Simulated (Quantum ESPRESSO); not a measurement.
## How the k mesh moves the magnetism of Fe3Ge

Wanted: the cheapest choice of the k mesh that holds the magnetic results of Fe3Ge.

Method: PBEsol; plane waves with GBRV 1.5 PBEsol potentials, no spin-orbit coupling (settings of the first rung), in Quantum ESPRESSO 7.5.

## Step 1: The starting structure

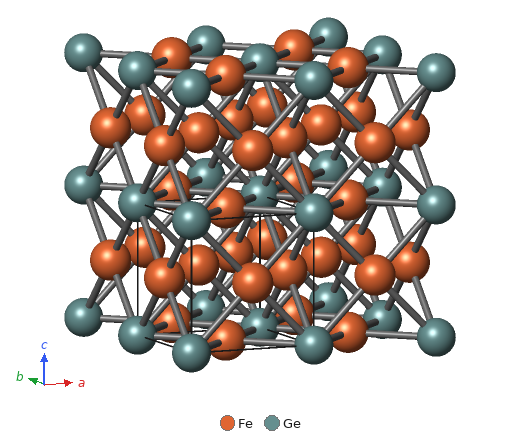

The cell as given, slightly off an axis (iron orange, germanium teal). 2×2×2 cells are drawn. Some periodic images of atoms are drawn too.

Coordinates:

```cif
data_structure
_symmetry_space_group_name_H-M 'Pm-3m'
_symmetry_Int_Tables_number 221
_cell_length_a 3.6605
_cell_length_b 3.6605
_cell_length_c 3.6605
_cell_angle_alpha 90.000
_cell_angle_beta 90.000
_cell_angle_gamma 90.000
_cell_volume 49.05
loop_
_atom_site_label
_atom_site_type_symbol
_atom_site_symmetry_multiplicity
_atom_site_Wyckoff_symbol
_atom_site_fract_x
_atom_site_fract_y
_atom_site_fract_z
_atom_site_occupancy
Fe1 Fe 3 c 0.00000 0.50000 0.50000 1
Ge1 Ge 1 a 0.00000 0.00000 0.00000 1
```

The cell comes from Materials Project 2023-11-01, a database of computed structures, and need not be the stable phase.

## Step 2: Rung 1, start ferro +++

pw.in reads:

```
&CONTROL
  calculation = 'scf'
  prefix = 'pwscf'
  outdir = './tmp'
  pseudo_dir = './pseudo'
  disk_io = 'nowf'
  tprnfor = .true.
  tstress = .true.
/
&SYSTEM
  ibrav = 0
  nat = 4
  ntyp = 2
  ecutwfc = 40
  ecutrho = 280
  nbnd = 45
  occupations = 'smearing'
  smearing = 'fd'
  degauss = 0.00367493
  nspin = 2
  starting_magnetization(1) = 0.175
  starting_magnetization(2) = 0
/
&ELECTRONS
  conv_thr = 8d-09
  electron_maxstep = 150
  mixing_beta = 0.3
/
ATOMIC_SPECIES
Fe     55.8450 fe_pbesol_v1.5.uspp.F.UPF
Ge     72.6300 ge_pbesol_v1.4.uspp.F.UPF
CELL_PARAMETERS bohr
   6.9173434619    0.0000000000    0.0000000000
   0.0000000000    6.9173434619    0.0000000000
   0.0000000000    0.0000000000    6.9173434619
ATOMIC_POSITIONS crystal
Fe      0.0000000000    0.5000000000    0.5000000000
Fe      0.5000000000    0.5000000000    0.0000000000
Fe      0.5000000000    0.0000000000    0.5000000000
Ge      0.0000000000    0.0000000000    0.0000000000
K_POINTS automatic
2 2 2 0 0 0
```

Run with:

```console
> OMP_NUM_THREADS=1 mpirun -n 2 pw.x -in pw.in > pw.out
```

Log:

```text
Program PWSCF v.7.5 starts

     Message from routine setup:
     using ibrav=0 with symmetry is DISCOURAGED, use correct ibrav instead

     R & G space division:  proc/nbgrp/npool/nimage =       2
     Subspace diagonalization in iterative solution of the eigenvalue problem:

     Parallelization info
     --------------------
     sticks:   dense  smooth     PW     G-vecs:    dense   smooth      PW
     Min         534     300     96                13072     5561    1003
     Max         535     301     97                13073     5562    1004
     Sum        1069     601    193                26145    11123    2007

     Using Slab Decomposition

     bravais-lattice index     =            0
     lattice parameter (alat)  =       6.9173  a.u.
     unit-cell volume          =     330.9924 (a.u.)^3
     number of atoms/cell      =            4
     number of atomic types    =            2
     number of electrons       =        62.00
     number of Kohn-Sham states=           45
     kinetic-energy cutoff     =      40.0000  Ry
     charge density cutoff     =     280.0000  Ry
     scf convergence threshold =      8.0E-09
     mixing beta               =       0.3000
     number of iterations used =            8  plain     mixing
     Exchange-correlation= SLA  PW   PSX  PSC
                           (   1   4  10   8   0   0   0)

     celldm(1)=   6.917343  celldm(2)=   0.000000  celldm(3)=   0.000000
     celldm(4)=   0.000000  celldm(5)=   0.000000  celldm(6)=   0.000000

     crystal axes: (cart. coord. in units of alat)
               a(1) = (   1.000000   0.000000   0.000000 )
               a(2) = (   0.000000   1.000000   0.000000 )
               a(3) = (   0.000000   0.000000   1.000000 )

     reciprocal axes: (cart. coord. in units 2 pi/alat)
               b(1) = (  1.000000  0.000000  0.000000 )
               b(2) = (  0.000000  1.000000  0.000000 )
               b(3) = (  0.000000  0.000000  1.000000 )

     PseudoPot. # 1 for Fe read from file:
     fe_pbesol_v1.5.uspp.F.UPF
     Pseudo is Ultrasoft + core correction, Zval = 16.0

     PseudoPot. # 2 for Ge read from file:
     ge_pbesol_v1.4.uspp.F.UPF
     Pseudo is Ultrasoft + core correction, Zval = 14.0

     atomic species   valence    mass     pseudopotential
     Fe               16.00    55.84500     Fe( 1.00)
     Ge               14.00    72.63000     Ge( 1.00)

     Starting magnetic structure
     atomic species   magnetization
     Fe              0.175
     Ge              0.000

     48 Sym. Ops., with inversion, found

   Cartesian axes

     site n.     atom                  positions (alat units)
         1        Fe     tau(   1) = (   0.0000000   0.5000000   0.5000000  )
         2        Fe     tau(   2) = (   0.5000000   0.5000000   0.0000000  )
         3        Fe     tau(   3) = (   0.5000000   0.0000000   0.5000000  )
         4        Ge     tau(   4) = (   0.0000000   0.0000000   0.0000000  )

     number of k points=     4  Fermi-Dirac smearing, width (Ry)=  0.0037
                       cart. coord. in units 2pi/alat
        k(    1) = (   0.0000000   0.0000000   0.0000000), wk =   0.1250000
        k(    2) = (   0.0000000   0.0000000  -0.5000000), wk =   0.3750000
        k(    3) = (   0.0000000  -0.5000000  -0.5000000), wk =   0.3750000
        k(    4) = (  -0.5000000  -0.5000000  -0.5000000), wk =   0.1250000

     Dense  grid:    26145 G-vectors     FFT dimensions: (  40,  40,  40)

     Smooth grid:    11123 G-vectors     FFT dimensions: (  27,  27,  27)

     Check: negative core charge=   -0.000047
     Generating pointlists ...
     new r_m :   0.2917 (alat units)  2.0177 (a.u.) for type    1
     new r_m :   0.2917 (alat units)  2.0177 (a.u.) for type    2

     Initial potential from superposition of free atoms

     starting charge      58.9992, renormalised to      62.0000
     Starting wfcs are   48 randomized atomic wfcs

     Self-consistent Calculation

     iteration #  1     ecut=    40.00 Ry     beta= 0.30
     Davidson diagonalization with overlap
     ethr =  1.00E-02,  avg # of iterations =  2.8

     total energy              =    -963.29874155 Ry
     estimated scf accuracy    <       3.70200459 Ry

     total magnetization       =     6.00 Bohr mag/cell
     absolute magnetization    =     6.29 Bohr mag/cell

     iteration #  2     ecut=    40.00 Ry     beta= 0.30
     Davidson diagonalization with overlap
     ethr =  5.97E-03,  avg # of iterations =  2.0

     total energy              =    -963.70034693 Ry
     estimated scf accuracy    <       0.45459719 Ry

     total magnetization       =     7.11 Bohr mag/cell
     absolute magnetization    =     7.14 Bohr mag/cell

     [... further iterations left out ...]

     iteration # 11     ecut=    40.00 Ry     beta= 0.30
     Davidson diagonalization with overlap
     ethr =  8.24E-10,  avg # of iterations =  2.0

     total energy              =    -963.78845214 Ry
     estimated scf accuracy    <       0.00000022 Ry

     total magnetization       =     7.09 Bohr mag/cell
     absolute magnetization    =     7.53 Bohr mag/cell

     iteration # 12     ecut=    40.00 Ry     beta= 0.30
     Davidson diagonalization with overlap
     ethr =  3.55E-10,  avg # of iterations =  2.1

     Magnetic moment per site  (integrated on atomic sphere of radius R)
     atom   1 (R=0.292)  charge= 14.6514  magn=  2.4136
     atom   2 (R=0.292)  charge= 14.6514  magn=  2.4136
     atom   3 (R=0.292)  charge= 14.6514  magn=  2.4136
     atom   4 (R=0.292)  charge= 12.2196  magn= -0.1093

     End of self-consistent calculation

     [... lines left out ...]
     the Fermi energy is    17.0861 ev

!    total energy              =    -963.78845230 Ry
     estimated scf accuracy    <          4.4E-09 Ry
     smearing contrib. (-TS)   =      -0.00106134 Ry
     internal energy E=F+TS    =    -963.78739096 Ry

     The total energy is F=E-TS. E is the sum of the following terms:
     one-electron contribution =    -449.96813671 Ry
     hartree contribution      =     268.68849868 Ry
     xc contribution           =    -144.57256793 Ry
     ewald contribution        =    -637.93518500 Ry

     total magnetization       =     7.10 Bohr mag/cell
     absolute magnetization    =     7.53 Bohr mag/cell

     convergence has been achieved in  12 iterations

     Forces acting on atoms (cartesian axes, Ry/au):

     atom    1 type  1   force =     0.00000000    0.00000000    0.00000000
     atom    2 type  1   force =     0.00000000    0.00000000    0.00000000
     atom    3 type  1   force =     0.00000000    0.00000000    0.00000000
     atom    4 type  2   force =     0.00000000    0.00000000    0.00000000

     Total force =     0.000000     Total SCF correction =     0.000000

     Computing stress (Cartesian axis) and pressure

          total   stress  (Ry/bohr**3)                   (kbar)     P=      -82.30
  -0.00055950   0.00000000   0.00000000          -82.30        0.00        0.00
   0.00000000  -0.00055950   0.00000000            0.00      -82.30        0.00
   0.00000000   0.00000000  -0.00055950            0.00        0.00      -82.30

=------------------------------------------------------------------------------=
   JOB DONE.
=------------------------------------------------------------------------------=
```

The job ended after 9.2 s (2 MPI ranks of Intel Xeon Platinum 8375C at 2.90GHz (Ice Lake), shared host; peak memory 0.21 GiB; 18 s of CPU time).

Spin moment in the atom's sphere by atom:

```csv
atom,spin moment in the atom's sphere (μB)
Fe1,2.41
Fe2,2.41
Fe3,2.41
Ge4,-0.11
```

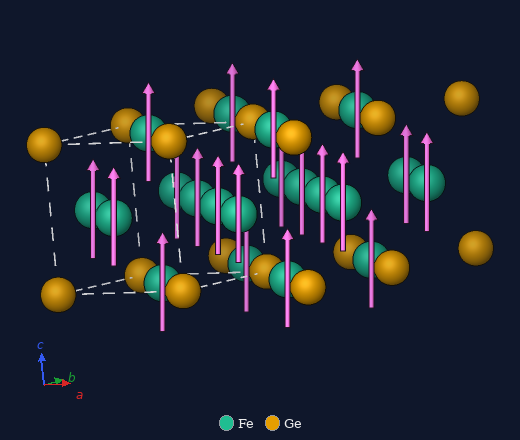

Spin moment in the atom's sphere as arrows, the longest 2.41 μB. Up and down stand for the sign. Arrows give size and sign along the axis of quantisation, drawn up and down the page. 2×2×1 cells are drawn. Some periodic images of atoms are drawn too.

Numbers from this step:

- magnetization: 7.096 μB
- final state: ferromagnetic

## Step 3: Rung 1, start ferri ++-

pw.in reads:

```
&CONTROL
  calculation = 'scf'
  prefix = 'pwscf'
  outdir = './tmp'
  pseudo_dir = './pseudo'
  disk_io = 'nowf'
  tprnfor = .true.
  tstress = .true.
/
&SYSTEM
  ibrav = 0
  nat = 4
  ntyp = 3
  ecutwfc = 40
  ecutrho = 280
  nbnd = 42
  occupations = 'smearing'
  smearing = 'fd'
  degauss = 0.00367493
  nspin = 2
  starting_magnetization(1) = 0.175
  starting_magnetization(2) = -0.175
  starting_magnetization(3) = 0
/
&ELECTRONS
  conv_thr = 8d-09
  electron_maxstep = 150
  mixing_beta = 0.3
/
ATOMIC_SPECIES
Fe1    55.8450 fe_pbesol_v1.5.uspp.F.UPF
Fe2    55.8450 fe_pbesol_v1.5.uspp.F.UPF
Ge     72.6300 ge_pbesol_v1.4.uspp.F.UPF
CELL_PARAMETERS bohr
   6.9173434619    0.0000000000    0.0000000000
   0.0000000000    6.9173434619    0.0000000000
   0.0000000000    0.0000000000    6.9173434619
ATOMIC_POSITIONS crystal
Fe1     0.0000000000    0.5000000000    0.5000000000
Fe1     0.5000000000    0.5000000000    0.0000000000
Fe2     0.5000000000    0.0000000000    0.5000000000
Ge      0.0000000000    0.0000000000    0.0000000000
K_POINTS automatic
2 2 2 0 0 0
```

Log:

```text
     [... lines left out ...]
Program PWSCF v.7.5 starts
     [... lines left out ...]
     number of atoms/cell      =            4
     [... lines left out ...]
     number of electrons       =        62.00
     number of Kohn-Sham states=           42
     kinetic-energy cutoff     =      40.0000  Ry
     charge density cutoff     =     280.0000  Ry
     scf convergence threshold =      8.0E-09
     [... lines left out ...]
     16 Sym. Ops., with inversion, found
     [... lines left out ...]
     number of k points=     6  Fermi-Dirac smearing, width (Ry)=  0.0037
     [... lines left out ...]
     iteration # 19     ecut=    40.00 Ry     beta= 0.30
     [... lines left out ...]
     Magnetic moment per site  (integrated on atomic sphere of radius R)
     atom   1 (R=0.292)  charge= 14.6566  magn=  2.0451
     atom   2 (R=0.292)  charge= 14.6566  magn=  2.0451
     atom   3 (R=0.292)  charge= 14.6436  magn= -2.3063
     atom   4 (R=0.292)  charge= 12.2229  magn= -0.0277
     [... lines left out ...]
     the Fermi energy is    17.0803 ev
!    total energy              =    -963.75266632 Ry
     estimated scf accuracy    <          7.6E-09 Ry
     smearing contrib. (-TS)   =      -0.00341421 Ry
     [... lines left out ...]
     total magnetization       =     1.75 Bohr mag/cell
     absolute magnetization    =     6.67 Bohr mag/cell
     convergence has been achieved in  19 iterations
     [... lines left out ...]
     Total force =     0.000000     Total SCF correction =     0.000000
     [... lines left out ...]
          total   stress  (Ry/bohr**3)                   (kbar)     P=     -106.10
     [... lines left out ...]
```

Wall time 17 s (2 MPI ranks); peak memory 0.22 GiB.

Spin moment in the atom's sphere by atom:

```csv
atom,spin moment in the atom's sphere (μB)
Fe1,2.05
Fe2,2.05
Fe3,-2.31
Ge4,-0.03
```

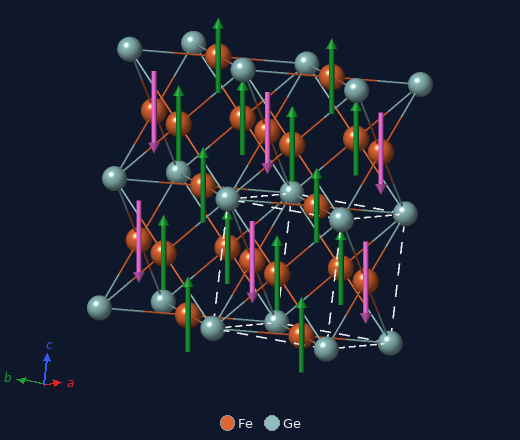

Spin moment in the atom's sphere as arrows, the longest 2.31 μB. Up and down stand for the sign. Arrows give size and sign along the axis of quantisation, drawn up and down the page. The two directions have two colours. 1×2×2 cells are drawn. Some periodic images of atoms are drawn too.

Numbers from this step:

```
magnetization : 1.75 μB
final state   : ferrimagnetic
```

## Step 4: Rung 2, start ferro +++

pw.in reads:

```
&CONTROL
  calculation = 'scf'
  prefix = 'pwscf'
  outdir = './tmp'
  pseudo_dir = './pseudo'
  disk_io = 'nowf'
  tprnfor = .true.
  tstress = .true.
/
&SYSTEM
  ibrav = 0
  nat = 4
  ntyp = 2
  ecutwfc = 40
  ecutrho = 280
  nbnd = 45
  occupations = 'smearing'
  smearing = 'fd'
  degauss = 0.00367493
  nspin = 2
  starting_magnetization(1) = 0.175
  starting_magnetization(2) = 0
/
&ELECTRONS
  conv_thr = 8d-09
  electron_maxstep = 150
  mixing_beta = 0.3
/
ATOMIC_SPECIES
Fe     55.8450 fe_pbesol_v1.5.uspp.F.UPF
Ge     72.6300 ge_pbesol_v1.4.uspp.F.UPF
CELL_PARAMETERS bohr
   6.9173434619    0.0000000000    0.0000000000
   0.0000000000    6.9173434619    0.0000000000
   0.0000000000    0.0000000000    6.9173434619
ATOMIC_POSITIONS crystal
Fe      0.0000000000    0.5000000000    0.5000000000
Fe      0.5000000000    0.5000000000    0.0000000000
Fe      0.5000000000    0.0000000000    0.5000000000
Ge      0.0000000000    0.0000000000    0.0000000000
K_POINTS automatic
4 4 4 0 0 0
```

Run with:

```console
> OMP_NUM_THREADS=1 mpirun -n 2 pw.x -nk 2 -in pw.in > pw.out
```

Log:

```text
     [... lines left out ...]
Program PWSCF v.7.5 starts
     [... lines left out ...]
     number of atoms/cell      =            4
     [... lines left out ...]
     number of electrons       =        62.00
     number of Kohn-Sham states=           45
     kinetic-energy cutoff     =      40.0000  Ry
     charge density cutoff     =     280.0000  Ry
     scf convergence threshold =      8.0E-09
     [... lines left out ...]
     48 Sym. Ops., with inversion, found
     [... lines left out ...]
     number of k points=    10  Fermi-Dirac smearing, width (Ry)=  0.0037
     [... lines left out ...]
     iteration # 12     ecut=    40.00 Ry     beta= 0.30
     [... lines left out ...]
     Magnetic moment per site  (integrated on atomic sphere of radius R)
     atom   1 (R=0.292)  charge= 14.6762  magn=  2.2545
     atom   2 (R=0.292)  charge= 14.6762  magn=  2.2545
     atom   3 (R=0.292)  charge= 14.6762  magn=  2.2545
     atom   4 (R=0.292)  charge= 12.2080  magn= -0.1237
     [... lines left out ...]
     the Fermi energy is    17.3727 ev
!    total energy              =    -963.81484529 Ry
     estimated scf accuracy    <          5.7E-10 Ry
     smearing contrib. (-TS)   =      -0.00129987 Ry
     [... lines left out ...]
     total magnetization       =     6.54 Bohr mag/cell
     absolute magnetization    =     7.08 Bohr mag/cell
     convergence has been achieved in  12 iterations
     [... lines left out ...]
     Total force =     0.000000     Total SCF correction =     0.000000
     [... lines left out ...]
          total   stress  (Ry/bohr**3)                   (kbar)     P=     -110.22
     [... lines left out ...]
```

It took 14 s on 2 MPI ranks; peak memory 0.17 GiB.

Read from the output:

```
magnetization  : 6.543 μB
final state    : ferromagnetic
largest moment : 2.254 μB
```

## Step 5: Rung 2, start ferri ++-

pw.in reads:

```
&CONTROL
  calculation = 'scf'
  prefix = 'pwscf'
  outdir = './tmp'
  pseudo_dir = './pseudo'
  disk_io = 'nowf'
  tprnfor = .true.
  tstress = .true.
/
&SYSTEM
  ibrav = 0
  nat = 4
  ntyp = 3
  ecutwfc = 40
  ecutrho = 280
  nbnd = 42
  occupations = 'smearing'
  smearing = 'fd'
  degauss = 0.00367493
  nspin = 2
  starting_magnetization(1) = 0.175
  starting_magnetization(2) = -0.175
  starting_magnetization(3) = 0
/
&ELECTRONS
  conv_thr = 8d-09
  electron_maxstep = 150
  mixing_beta = 0.3
/
ATOMIC_SPECIES
Fe1    55.8450 fe_pbesol_v1.5.uspp.F.UPF
Fe2    55.8450 fe_pbesol_v1.5.uspp.F.UPF
Ge     72.6300 ge_pbesol_v1.4.uspp.F.UPF
CELL_PARAMETERS bohr
   6.9173434619    0.0000000000    0.0000000000
   0.0000000000    6.9173434619    0.0000000000
   0.0000000000    0.0000000000    6.9173434619
ATOMIC_POSITIONS crystal
Fe1     0.0000000000    0.5000000000    0.5000000000
Fe1     0.5000000000    0.5000000000    0.0000000000
Fe2     0.5000000000    0.0000000000    0.5000000000
Ge      0.0000000000    0.0000000000    0.0000000000
K_POINTS automatic
4 4 4 0 0 0
```

Log:

```text
     [... lines left out ...]
Program PWSCF v.7.5 starts
     [... lines left out ...]
     number of atoms/cell      =            4
     [... lines left out ...]
     number of electrons       =        62.00
     number of Kohn-Sham states=           42
     kinetic-energy cutoff     =      40.0000  Ry
     charge density cutoff     =     280.0000  Ry
     scf convergence threshold =      8.0E-09
     [... lines left out ...]
     16 Sym. Ops., with inversion, found
     [... lines left out ...]
     number of k points=    18  Fermi-Dirac smearing, width (Ry)=  0.0037
     [... lines left out ...]
     iteration # 17     ecut=    40.00 Ry     beta= 0.30
     [... lines left out ...]
     Magnetic moment per site  (integrated on atomic sphere of radius R)
     atom   1 (R=0.292)  charge= 14.6697  magn=  2.1025
     atom   2 (R=0.292)  charge= 14.6697  magn=  2.1025
     atom   3 (R=0.292)  charge= 14.6713  magn= -2.1010
     atom   4 (R=0.292)  charge= 12.2125  magn= -0.0274
     [... lines left out ...]
     the Fermi energy is    17.2861 ev
!    total energy              =    -963.76653883 Ry
     estimated scf accuracy    <          3.3E-09 Ry
     smearing contrib. (-TS)   =      -0.00298459 Ry
     [... lines left out ...]
     total magnetization       =     2.06 Bohr mag/cell
     absolute magnetization    =     6.56 Bohr mag/cell
     convergence has been achieved in  17 iterations
     [... lines left out ...]
     Total force =     0.000000     Total SCF correction =     0.000000
     [... lines left out ...]
          total   stress  (Ry/bohr**3)                   (kbar)     P=     -110.42
     [... lines left out ...]
```

It took 27 s on 2 MPI ranks; peak memory 0.25 GiB; 54 s of CPU time.

This step gave:

| Property | Result |
| --- | --- |
| magnetization | 2.055 μB |
| final state | ferrimagnetic |
| largest moment | 2.103 μB |

[end of part 1 of 2]

[Logs and program files are shortened in this print: banners, set-up blocks, solver, clock and traceback lines can be left out without a mark of their own.]

[Logs are printed without paths, hosts, clocks, repeated set-up lines and the standing remarks that a program may print on its own settings, such as how far it seeks lower states.]

[Hosts, paths, dates, database ids (printed as entryN), source tags and the programs' standing remarks are cut or masked in the printed files.]

[Where a cell is said to come from a database of computed structures, the database is the Materials Project.]
